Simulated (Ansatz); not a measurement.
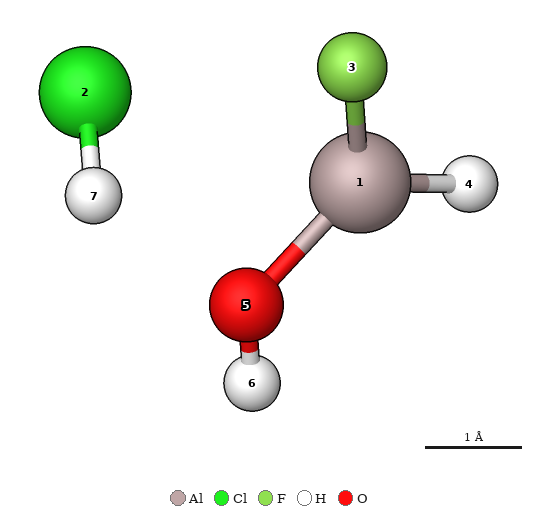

*The starting structure (ball-and-stick view, seen at a tilt; atoms are numbered from 1 in the order of the input). Sticks mark near contacts.*

Bond lengths as drawn: Al–F 1.66 Å, Al–H 1.56 Å, Al–O 1.75 Å, Cl–H 1.34 Å and H–O 0.96 Å.

AlH3ClOF: geometry relaxation (part 1 of 2)

AlH3ClOF, computed with RKS B3LYP/def2-SVP (Ansatz 0.2.0).

It belongs to a series of runs on one base structure; here: end point B relaxed. Figures and captions count atoms from 1; the log counts them from 0 in places.

**The input**
```yaml
crystal:
  periodic: [false, false, false]
  atoms:
    - { symbol: Al, position_ang: [-0.000568, -0.441606, -0.491337] }
    - { symbol: Cl, position_ang: [-0.00972, -0.100587, 2.917092] }
    - { symbol: F, position_ang: [1.452782, 0.329929, -0.712615] }
    - { symbol: H, position_ang: [-1.334739, 0.186486, -1.008017] }
    - { symbol: O, position_ang: [0.108916, -2.03491, 0.228464] }
    - { symbol: H, position_ang: [-0.653527, -2.624132, 0.258487] }
    - { symbol: H, position_ang: [0.238957, -1.25358, 2.287224] }
basis:
  gaussian: { orbitals: def2-SVP }
hamiltonian:
  xc: b3lyp
relax:
  f_tol: 0.03
  max_steps: 50
output:
  orbitals: {}
```

Machine: 1 thread of Arm Neoverse V2, 24 GiB of memory available, shared host.

Command:
```bash
ansatz run input.yaml --threads 1 --pin off --max-ram 2048MiB --backend cpu --events-out ev --progress --plain --runs-dir out
```

**What the program printed**
```
The last accepted step is kept in [file] (removed where the run ends without a failure and the disk answers)
Engine: ansatz 0.2.0, aarch64-unknown-linux-gnu
Functional definition: B3LYP
  parameter a0 = 0.2
  parameter ax = 0.72
  parameter ac = 0.81
  exchange = (1 - a0 - ax)*slater_x + ax*b88_x + a0*exact_x
  correlation = (1 - ac)*vwn_rpa_c + ac*lyp_c
777 factors; integrals over basis functions are off by at most 5.0e-4 eV
mean field evaluation 1: about -23920.2456 eV, gradient 6.3e1 eV
mean field evaluation 2: about -23899.2366 eV, gradient 1.2e2 eV
mean field evaluation 4: about -23926.9802 eV, gradient 7.4e0 eV
mean field evaluation 8: about -23927.0792 eV, gradient 4.3e-2 eV
mean field -23927.07918443 eV, -879.3039416712 hartree, gradient 4.6e-5 eV, S^2 0.000000; 0 other end points of the search recorded, 0 dependent functions left out
the calculation of the forces begins
reference -23927.07943301 eV, -879.3039508062 hartree; 25, 25 occupied and 54, 54 virtual orbitals, 777 factors
relax step   1: F+E_penalty+E_count = -23927.07918443 eV  Δ(F+E_penalty+E_count) = +0.000e0 eV  max|allowed force component| = 8.508e-1 eV/Å  Δτ_max = 0.0000 Å  (24 SCF iters, accepted)
these checks for a lower state are left out or cut short: starts, cluster_reference, orbital_swaps, neighbouring_geometries, increment
777 factors; integrals over basis functions are off by at most 4.4e-4 eV
mean field evaluation 16: about -23927.1565 eV, gradient 1.0e-1 eV
mean field -23927.16708930 eV, -879.3071721154 hartree, gradient 6.3e-6 eV, S^2 0.000000; 0 other end points of the search recorded, 0 dependent functions left out
[... from here on the field's lines of each further geometry are left out, up to the last ...]
relax step   2: F+E_penalty+E_count = -23927.16708930 eV  Δ(F+E_penalty+E_count) = -8.790e-2 eV  max|allowed force component| = 2.597e-1 eV/Å  Δτ_max = 0.1947 Å  (29 SCF iters, accepted)
relax step   3: F+E_penalty+E_count = -23927.21565863 eV  Δ(F+E_penalty+E_count) = -4.857e-2 eV  max|allowed force component| = 5.356e-1 eV/Å  Δτ_max = 0.1941 Å  (28 SCF iters, accepted)
relax step   4: F+E_penalty+E_count = -23927.24811213 eV  Δ(F+E_penalty+E_count) = -3.245e-2 eV  max|allowed force component| = 5.818e-1 eV/Å  Δτ_max = 0.1949 Å  (29 SCF iters, accepted)
relax step   5: F+E_penalty+E_count = -23927.26790188 eV  Δ(F+E_penalty+E_count) = -1.979e-2 eV  max|allowed force component| = 4.249e-1 eV/Å  Δτ_max = 0.0825 Å  (28 SCF iters, accepted)
relax step   6: F+E_penalty+E_count = -23927.28612474 eV  Δ(F+E_penalty+E_count) = -1.822e-2 eV  max|allowed force component| = 3.680e-1 eV/Å  Δτ_max = 0.0486 Å  (28 SCF iters, accepted)
relax step   7: F+E_penalty+E_count = -23927.29456855 eV  Δ(F+E_penalty+E_count) = -8.444e-3 eV  max|allowed force component| = 1.622e0 eV/Å  Δτ_max = 0.1960 Å  (33 SCF iters, accepted)
relax step   8: F+E_penalty+E_count = -23927.40623194 eV  Δ(F+E_penalty+E_count) = -1.117e-1 eV  max|allowed force component| = 1.517e0 eV/Å  Δτ_max = 0.1670 Å  (28 SCF iters, accepted)
relax step   9: F+E_penalty+E_count = -23927.65943065 eV  Δ(F+E_penalty+E_count) = -2.532e-1 eV  max|allowed force component| = 2.519e0 eV/Å  Δτ_max = 0.1252 Å  (27 SCF iters, accepted)
relax step  10: F+E_penalty+E_count = -23927.98382716 eV  Δ(F+E_penalty+E_count) = -3.244e-1 eV  max|allowed force component| = 2.124e0 eV/Å  Δτ_max = 0.1965 Å  (28 SCF iters, accepted)
relax step  11: F+E_penalty+E_count = -23928.21378855 eV  Δ(F+E_penalty+E_count) = -2.300e-1 eV  max|allowed force component| = 1.417e0 eV/Å  Δτ_max = 0.2000 Å  (27 SCF iters, accepted)
relax step  12: F+E_penalty+E_count = -23928.24656848 eV  Δ(F+E_penalty+E_count) = -3.278e-2 eV  max|allowed force component| = 1.616e0 eV/Å  Δτ_max = 0.1234 Å  (27 SCF iters, accepted)
relax step  13: F+E_penalty+E_count = -23928.28106159 eV  Δ(F+E_penalty+E_count) = -3.449e-2 eV  max|allowed force component| = 3.482e-1 eV/Å  Δτ_max = 0.1934 Å  (28 SCF iters, accepted)
relax step  14: F+E_penalty+E_count = -23928.29671536 eV  Δ(F+E_penalty+E_count) = -1.565e-2 eV  max|allowed force component| = 2.766e-1 eV/Å  Δτ_max = 0.1141 Å  (27 SCF iters, accepted)
relax step  15: F+E_penalty+E_count = -23928.30191860 eV  Δ(F+E_penalty+E_count) = -5.203e-3 eV  max|allowed force component| = 6.648e-2 eV/Å  Δτ_max = 0.0541 Å  (28 SCF iters, accepted)
relax step  16: F+E_penalty+E_count = -23928.29100059 eV  Δ(F+E_penalty+E_count) = +1.092e-2 eV  max|allowed force component| = 8.847e-1 eV/Å  Δτ_max = 0.1103 Å  (27 SCF iters, rejected (line search))
relax step  17: F+E_penalty+E_count = -23928.30598976 eV  Δ(F+E_penalty+E_count) = -4.071e-3 eV  max|allowed force component| = 8.270e-2 eV/Å  Δτ_max = 0.0551 Å  (28 SCF iters, accepted)
relax step  18: F+E_penalty+E_count = -23928.30145129 eV  Δ(F+E_penalty+E_count) = +4.538e-3 eV  max|allowed force component| = 6.756e-1 eV/Å  Δτ_max = 0.0995 Å  (28 SCF iters, rejected (line search))
relax step  19: F+E_penalty+E_count = -23928.30891194 eV  Δ(F+E_penalty+E_count) = -2.922e-3 eV  max|allowed force component| = 9.141e-2 eV/Å  Δτ_max = 0.0497 Å  (27 SCF iters, accepted)
relax step  20: F+E_penalty+E_count = -23928.31058705 eV  Δ(F+E_penalty+E_count) = -1.675e-3 eV  max|allowed force component| = 1.678e-1 eV/Å  Δτ_max = 0.0488 Å  (27 SCF iters, accepted)
relax step  21: F+E_penalty+E_count = -23928.31272747 eV  Δ(F+E_penalty+E_count) = -2.140e-3 eV  max|allowed force component| = 3.141e-2 eV/Å  Δτ_max = 0.0750 Å  (28 SCF iters, accepted)
relax step  22: F+E_penalty+E_count = -23928.31286097 eV  Δ(F+E_penalty+E_count) = -1.335e-4 eV  max|allowed force component| = 4.355e-2 eV/Å  Δτ_max = 0.0300 Å  (28 SCF iters, accepted)
the calculation of the forces begins
reference -23928.31322156 eV, -879.3492916992 hartree; 25, 25 occupied and 54, 54 virtual orbitals, 780 factors
relax step  23: F+E_penalty+E_count = -23928.31298552 eV  Δ(F+E_penalty+E_count) = -1.245e-4 eV  max|allowed force component| = 1.867e-2 eV/Å  Δτ_max = 0.0117 Å  (22 SCF iters, accepted)
```

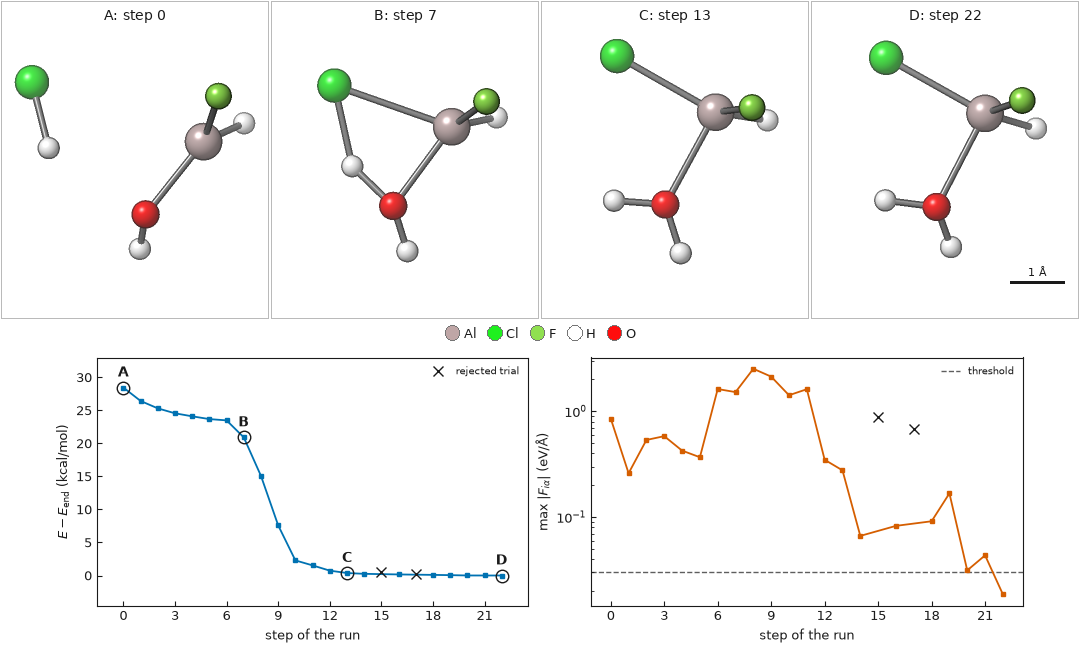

*Frames of the relaxation (ball-and-stick view, seen at a tilt) above the curves, on which the letters mark them (the first geometry is step 0 here and step 1 in the log).*

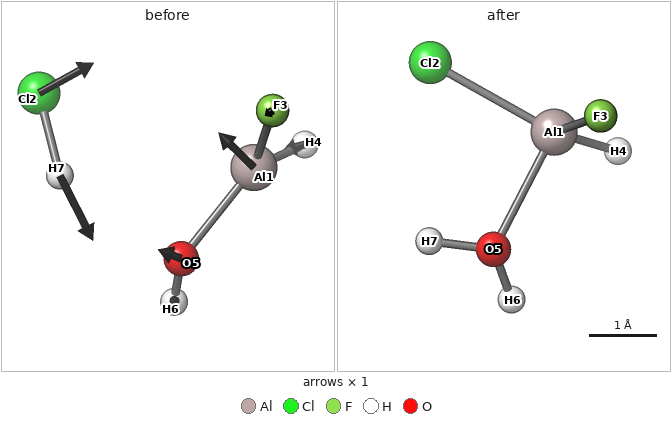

*Before (left) and after (right) the relaxation, at one scale (ball-and-stick view, seen at a tilt). The black arrows give the displacements, at true length.*

The energy falls by 28.5 kcal/mol in 22 geometry steps. The largest force component goes from 0.85 to 0.019 eV/Å. The line search rejected the trial steps at points 15, 17 (counted from 0) and went back. The atom that moves furthest after the best rigid fit is H7 (1.10 Å). By element the largest moves are H 1.10 Å, Cl 0.95 Å, Al 0.76 Å, O 0.38 Å, F 0.14 Å. Distances before and after: Cl2–H7 1.337 → 2.707 Å, Al1–Cl2 3.425 → 2.147 Å, O5–H7 2.206 → 0.974 Å, Al1–O5 1.752 → 1.986 Å. New bonds form: Al1–Cl2 (3.43 → 2.15 Å), O5–H7 (2.21 → 0.97 Å). Bonds break: Cl2–H7 (1.34 → 2.71 Å). Among the angles that change: H4–Al1–O5 123.7° → 101.8°, F3–Al1–O5 115.0° → 102.6°, F3–Al1–H4 121.1° → 118.0°. (Atoms are counted from 1 in the order of the input.)

```
780 factors; integrals over basis functions are off by at most 1.2e-3 eV
mean field -23928.31298552 eV, -879.3492830247 hartree, gradient 2.2e-5 eV, S^2 0.000000; 1 other end points of the search recorded, 0 dependent functions left out
the calculation of the forces begins
reference -23928.31322156 eV, -879.3492916992 hartree; 25, 25 occupied and 54, 54 virtual orbitals, 780 factors
Total energy: -23928.31322156 eV, -879.3492916992 hartree
Atom 0 at     0.037101    -0.047271     0.168387 Å, force    -0.001482    -0.002289     0.000211 eV/Å
Atom 1 at     0.034996     0.516632     2.240356 Å, force     0.001321     0.010807     0.009020 eV/Å
Atom 2 at     1.498316     0.173514    -0.616397 Å, force    -0.007154    -0.001735     0.001909 eV/Å
Atom 3 at    -1.284538     0.078682    -0.680203 Å, force     0.007944    -0.002005     0.000895 eV/Å
Atom 4 at     0.063701    -1.987638     0.592727 Å, force    -0.013263    -0.018666    -0.017804 eV/Å
Atom 5 at    -0.615367    -2.568676     0.214818 Å, force     0.012297     0.008519     0.006251 eV/Å
Atom 6 at     0.067892    -2.103643     1.559611 Å, force     0.000337     0.005370    -0.000483 eV/Å
Dipole moment:    -0.452293    -1.045123     0.139881 e Å
```

**Trajectory as extended XYZ (Å, eV, eV/Å), 23 frames, from step=1 to step=23**
```
7
Properties=species:S:1:pos:R:3:forces:R:3 step=1 energy=-23927.07918
Al   -0.0006   -0.4416   -0.4913    0.0925  -0.7428   0.4978
Cl   -0.0097   -0.1006    2.9171    0.1811  -0.8508  -0.5905
F     1.4528    0.3299   -0.7126   -0.0240  -0.0087  -0.0086
H    -1.3347    0.1865   -1.0080   -0.0170   0.0147  -0.0172
O     0.1089   -2.0349    0.2285   -0.0540   0.8126  -0.1690
H    -0.6535   -2.6241    0.2585    0.0069  -0.0044  -0.0179
H     0.2390   -1.2536    2.2872   -0.1855   0.7794   0.3054
7
Properties=species:S:1:pos:R:3:forces:R:3 step=2 energy=-23927.16709
Al   -0.0001   -0.4235   -0.3940    0.0527  -0.2008   0.2597
Cl   -0.0210   -0.1248    2.7242    0.0545  -0.1148  -0.1464
F     1.4557    0.3251   -0.6769   -0.0143  -0.0007   0.0109
H    -1.3287    0.1864   -0.9540    0.0006  -0.0059   0.0175
O     0.1114   -2.0037    0.3159   -0.1025   0.1663  -0.0523
H    -0.6396   -2.6100    0.3064    0.0707  -0.0044  -0.0265
H     0.2245   -1.2878    2.1577   -0.0618   0.1604  -0.0629
7
Properties=species:S:1:pos:R:3:forces:R:3 step=3 energy=-23927.21566
Al   -0.0017   -0.4169   -0.2465    0.0577   0.2862  -0.1996
Cl    0.0189   -0.0745    2.5682   -0.0487   0.4257   0.0042
F     1.4547    0.3089   -0.5953   -0.0199  -0.0067   0.0526
H    -1.3224    0.1738   -0.8526   -0.0055  -0.0066   0.0948
O     0.1180   -2.0382    0.3438   -0.1690  -0.1643   0.2032
H    -0.6243   -2.6537    0.2797    0.1316   0.0013  -0.0150
H     0.1589   -1.2377    1.9820    0.0537  -0.5356  -0.1401
7
Properties=species:S:1:pos:R:3:forces:R:3 step=4 energy=-23927.24811
Al   -0.0054   -0.4148   -0.1984    0.0767   0.5818  -0.0039
Cl    0.0524   -0.0257    2.3825   -0.0746   0.2962   0.2069
F     1.4553    0.3194   -0.5167    0.0071  -0.0554  -0.1403
H    -1.3299    0.1839   -0.7900    0.0095  -0.0677  -0.0138
O     0.1086   -2.0425    0.3909   -0.1566  -0.4137   0.1292
H    -0.6073   -2.6773    0.2679    0.0907  -0.0782  -0.0469
H     0.1284   -1.2814    1.9431    0.0472  -0.2630  -0.1312
7
Properties=species:S:1:pos:R:3:forces:R:3 step=5 energy=-23927.26790
Al    0.0065   -0.3852   -0.1414    0.1451   0.4249  -0.3044
Cl   -0.0032   -0.0179    2.3681    0.0514   0.0903   0.1283
F     1.4704    0.2873   -0.5912   -0.1436  -0.0718   0.0647
H    -1.3214    0.1915   -0.7455   -0.0096  -0.0118   0.0203
O     0.1122   -2.0376    0.4105   -0.1118  -0.2929   0.2471
H    -0.5871   -2.6818    0.2418    0.1158  -0.0227  -0.0136
H     0.1247   -1.2948    1.9372   -0.0473  -0.1159  -0.1424
```
